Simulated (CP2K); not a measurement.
# C2H5F (SMILES CCF): HF/STO-3G

Aim: the vertical electron affinity of C2H5F at HF/STO-3G, from 2 runs. 

The results are computed with CP2K 2026.2.

1 further run of the same task is left out (set aside as unsound or not needed).

## 1. The structure to begin with

C2H5F has 8 atoms, charge 0, and is taken as a singlet. SMILES: `CCF`. The coordinates come from a PBE0-D4/def2-TZVP relaxation.

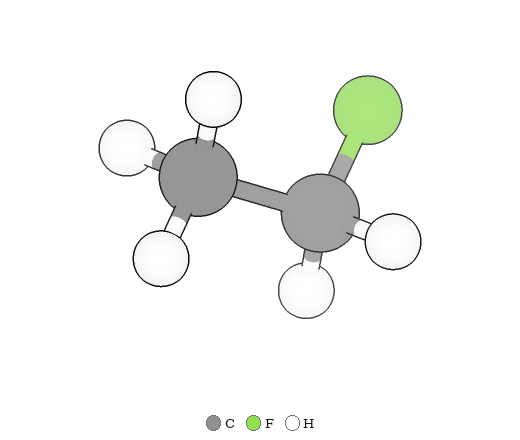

Viewed from a chosen angle; carbon grey, fluorine green, hydrogen white.

## 2. The energy at HF/STO-3G

The input, mol.inp:

```
&FORCE_EVAL
  METHOD Quickstep
  &DFT
    BASIS_SET_FILE_NAME ./sto_3g.basis
    POTENTIAL_FILE_NAME POTENTIAL
    &QS
      METHOD GAPW
      EPS_DEFAULT 1.0E-10
    &END QS
    # real-space grids
    &MGRID
      CUTOFF 280
      REL_CUTOFF 50
      NGRIDS 4
    &END MGRID
    &POISSON
      PERIODIC NONE
      POISSON_SOLVER WAVELET
    &END POISSON
    &SCF
      SCF_GUESS ATOMIC
      EPS_SCF 1.0E-07
      MAX_SCF 100
      ADDED_MOS 5
      &DIAGONALIZATION
        ALGORITHM STANDARD
      &END DIAGONALIZATION
      &MIXING
        METHOD DIRECT_P_MIXING
        ALPHA 0.4
      &END MIXING
    &END SCF
    &XC
      &XC_FUNCTIONAL NONE
      &END XC_FUNCTIONAL
      # exact exchange
      &HF
        FRACTION 1
        &SCREENING
          EPS_SCHWARZ 1.0E-10
        &END SCREENING
        &MEMORY
          MAX_MEMORY 1050
        &END MEMORY
      &END HF
    &END XC
    &PRINT
      &MOMENTS
        PERIODIC F
        REFERENCE COM
        MAX_MOMENT 1
      &END MOMENTS
      &MO ON
        ENERGIES T
        OCCUPATION_NUMBERS T
        NDIGITS 6
        &EACH
          QS_SCF 0
        &END EACH
        ADD_LAST NUMERIC
      &END MO
      &LOWDIN ON
      &END LOWDIN
      &HIRSHFELD OFF
      &END HIRSHFELD
    &END PRINT
  &END DFT
  &SUBSYS
    # vacuum box
    &CELL
      ABC 13.1 13.1 13.1
      PERIODIC NONE
    &END CELL
    &COORD
      SCALED T
      C    0.45867176   0.54474427   0.48077863
      C    0.52051145   0.45573664   0.51857252
      F    0.61859542   0.48724046   0.54269466
      H    0.38140458   0.51959160   0.46184733
      H    0.49304580   0.57769084   0.41239695
      H    0.45343511   0.60398855   0.53912977
      H    0.52704580   0.39601145   0.46053435
      H    0.48732824   0.42238550   0.58760305
    &END COORD
    &KIND C
      BASIS_SET STO-3G
      POTENTIAL ALL
      LEBEDEV_GRID 194
      RADIAL_GRID 100
    &END KIND
    &KIND F
      BASIS_SET STO-3G
      POTENTIAL ALL
      LEBEDEV_GRID 194
      RADIAL_GRID 100
    &END KIND
    &KIND H
      BASIS_SET STO-3G
      POTENTIAL ALL
      LEBEDEV_GRID 194
      RADIAL_GRID 100
    &END KIND
  &END SUBSYS
&END FORCE_EVAL

&GLOBAL
  PROJECT mol
  RUN_TYPE ENERGY
  PRINT_LEVEL MEDIUM
&END GLOBAL
```

Started as:

```console
$ OMP_NUM_THREADS=1 cp2k.psmp mol.inp > mol.out
```

Log:

```text
CP2K| version string:                                       CP2K version 2026.2
[...]
 GLOBAL| Method name                                                        CP2K
[...]
 GLOBAL| Run type                                                         ENERGY
[...]
 DFT| Spin restricted Kohn-Sham (RKS) calculation                            RKS
 DFT| Multiplicity                                                             1
[...]
 DFT| Charge                                                                   0
[...]
 QS| Method:                                                                GAPW
[...]
 QS| Density cutoff [a.u.]:                                                140.0
[...]
 QS| Relative density cutoff [a.u.]:                                        25.0
[...]
                             - Atoms:                                          8
[...]
                             - Spherical basis functions:                     20
[...]
 Number of electrons:                                                         26
[...]
     1 P_Mix/Diag. 0.40E+00    2.0     1.19688893      -175.0639444440 -1.75E+02
[...]
    15 DIIS/Diag.  0.16E-06    1.3     0.00000010      -175.7520750298 -3.98E-13
  *** SCF run converged in    15 steps ***
[...]
  Overlap energy of the core charge distribution:               0.00000417932737
  Self energy of the core charge distribution:               -169.84125271724756
  Core Hamiltonian energy:                                    -14.84283077355106
  Hartree energy:                                              50.44742091750290
  Exchange-correlation energy:                                  0.00000000000000
  Hartree-Fock Exchange energy:                               -22.42896365314636
[...]
                     Mulliken Population Analysis
 #  Atom  Element  Kind  Atomic population                           Net charge
       1     C        1          6.188092                             -0.188092
       2     C        1          5.968626                              0.031374
       3     F        2          9.161484                             -0.161484
       4     H        3          0.933996                              0.066004
       5     H        3          0.931974                              0.068026
       6     H        3          0.931957                              0.068043
       7     H        3          0.941929                              0.058071
       8     H        3          0.941942                              0.058058
 # Total charge                             26.000000                 -0.000000
[...]
  Dipole moment [Debye]
    X= -0.1170012E+01 Y= -0.2388369E+00 Z= -0.3161742E+00  Total=      1.2352885
 ENERGY| Total FORCE_EVAL ( QS ) energy [hartree]           -175.752075029840796
[...]
```

It took 22 s on 1 thread of Arm Neoverse V1, shared host; peak memory 0.86 GiB.

## 3. The doublet anion at the same level

The input, gas.inp:

```
&GLOBAL
  PROJECT_NAME gas
  RUN_TYPE ENERGY
  PRINT_LEVEL MEDIUM
&END GLOBAL
&FORCE_EVAL
  METHOD Quickstep
  &DFT
    BASIS_SET_FILE_NAME ./sto_3g.basis
    POTENTIAL_FILE_NAME POTENTIAL
    CHARGE -1
    MULTIPLICITY 2
    UKS T
    &QS
      METHOD GAPW
      EPS_DEFAULT 1.0E-10
    &END QS
    &MGRID
      CUTOFF 280
      REL_CUTOFF 50
      NGRIDS 4
    &END MGRID
    &POISSON
      PERIODIC NONE
      POISSON_SOLVER WAVELET
    &END POISSON
    &SCF
      SCF_GUESS ATOMIC
      EPS_SCF 1.0E-06
      MAX_SCF 30
      &OT ON
        MINIMIZER DIIS
        PRECONDITIONER FULL_ALL
      &END OT
      &OUTER_SCF
        EPS_SCF 1.0E-06
        MAX_SCF 10
      &END OUTER_SCF
    &END SCF
    ! functional
    &XC
      &XC_FUNCTIONAL NONE
      &END XC_FUNCTIONAL
      ! exact exchange
      &HF
        FRACTION 1
        &SCREENING
          EPS_SCHWARZ 1.0E-10
          SCREEN_ON_INITIAL_P F
        &END SCREENING
        &INTERACTION_POTENTIAL
          POTENTIAL_TYPE COULOMB
        &END INTERACTION_POTENTIAL
        &MEMORY
          MAX_MEMORY 1050
        &END MEMORY
      &END HF
    &END XC
    ! extra output
    &PRINT
      &MOMENTS
        PERIODIC F
        REFERENCE COM
        MAX_MOMENT 1
      &END MOMENTS
      &MO_CUBES
        NLUMO 5
        NHOMO -1
        WRITE_CUBE F
      &END MO_CUBES
      &LOWDIN ON
      &END LOWDIN
      &HIRSHFELD OFF
      &END HIRSHFELD
    &END PRINT
  &END DFT
  &SUBSYS
    ! box in angstrom
    &CELL
      ABC [angstrom] 13.1 13.1 13.1
      PERIODIC NONE
    &END CELL
    &COORD
      C      6.008600     7.136150     6.298200
      C      6.818700     5.970150     6.793300
      F      8.103600     6.382850     7.109300
      H      4.996400     6.806650     6.050200
      H      6.458900     7.567750     5.402400
      H      5.940000     7.912250     7.062600
      H      6.904300     5.187750     6.033000
      H      6.384000     5.533250     7.697600
    &END COORD
    &KIND C
      BASIS_SET STO-3G
      POTENTIAL ALL
      LEBEDEV_GRID 194
      RADIAL_GRID 100
    &END KIND
    &KIND F
      BASIS_SET STO-3G
      POTENTIAL ALL
      LEBEDEV_GRID 194
      RADIAL_GRID 100
    &END KIND
    &KIND H
      BASIS_SET STO-3G
      POTENTIAL ALL
      LEBEDEV_GRID 194
      RADIAL_GRID 100
    &END KIND
  &END SUBSYS
&END FORCE_EVAL
```

Started as:

```console
$ OMP_NUM_THREADS=1 cp2k.psmp gas.inp > gas.out
```

Log, cut to the lines that bear on the results:

```text
CP2K| version string:                                       CP2K version 2026.2
[...]
 GLOBAL| Method name                                                        CP2K
[...]
 GLOBAL| Run type                                                         ENERGY
[...]
 DFT| Spin unrestricted (spin-polarized) Kohn-Sham calculation               UKS
 DFT| Multiplicity                                                             2
[...]
 DFT| Charge                                                                  -1
[...]
 QS| Method:                                                                GAPW
[...]
 QS| Density cutoff [a.u.]:                                                140.0
[...]
 QS| Relative density cutoff [a.u.]:                                        25.0
[...]
                             - Atoms:                                          8
[...]
                             - Spherical basis functions:                     20
[...]
 Number of electrons:                                                         14
[...]
     1 OT DIIS     0.15E+00    2.2     0.18110537      -170.1502418514 -1.70E+02
[...]
     6 OT DIIS     0.15E+00    1.7     0.00000050      -175.2293728166 -5.11E-10
  *** SCF run converged in     6 steps ***
[...]
  Overlap energy of the core charge distribution:               0.00000417932765
  Self energy of the core charge distribution:               -169.84125271724756
  Core Hamiltonian energy:                                    -12.56202851890625
  Hartree energy:                                              49.08631946004934
  Exchange-correlation energy:                                  0.00000000000000
  Hartree-Fock Exchange energy:                               -23.05382606193299
[...]
                     Mulliken Population Analysis
 #  Atom  Element  Kind  Atomic population (alpha,beta) Net charge  Spin moment
       1     C        1         3.048492     3.125968    -0.174460    -0.077476
       2     C        1         3.345006     2.748512    -0.093518     0.596494
       3     F        2         4.907911     4.494642    -0.402553     0.413269
       4     H        3         0.578120     0.483918    -0.062038     0.094202
[...]
  Dipole moment [Debye]
    X= -0.1338970E+00 Y=  0.8820709E+00 Z= -0.2249179E+00  Total=      0.9200899
[...]
 HOMO - LUMO gap [eV] :   24.321896
 ENERGY| Total FORCE_EVAL ( QS ) energy [hartree]           -175.229372816614045
[...]
```

Wall time 65 s (1 thread of Arm Neoverse V1, shared host); peak memory 0.91 GiB.

## 4. Results

Level: HF/STO-3G.

```
                                         quantity          value
                      singlet C2H5F: total energy  -175.75208 Eh
                     singlet C2H5F: dipole moment         1.24 D
                       singlet C2H5F: HOMO energy      -10.96 eV
                       singlet C2H5F: LUMO energy       15.30 eV
                     singlet C2H5F: HOMO–LUMO gap       26.27 eV
                      doublet anion: total energy  -175.22937 Eh
doublet anion: HOMO energy (highest over α and β)       13.01 eV
 doublet anion: LUMO energy (lowest over α and β)       25.31 eV
                              doublet anion: ⟨S²⟩          0.763
vertical electron affinity (to the doublet anion)     -14.223 eV
```

**Reading.** The anion lies 14.22 eV (1372 kJ/mol) above the neutral: the electron isn't bound at this level, and such a value depends on the basis. Without diffuse functions anions come out too high. Hartree–Fock misses the correlation that binds many anions. In a minimal basis such a difference can be off by several eV, whatever the method. The HOMO (doublet anion) lies at positive energy, 13.01 eV: the electron is unbound at this level or held by a compact basis; values depend on the basis.
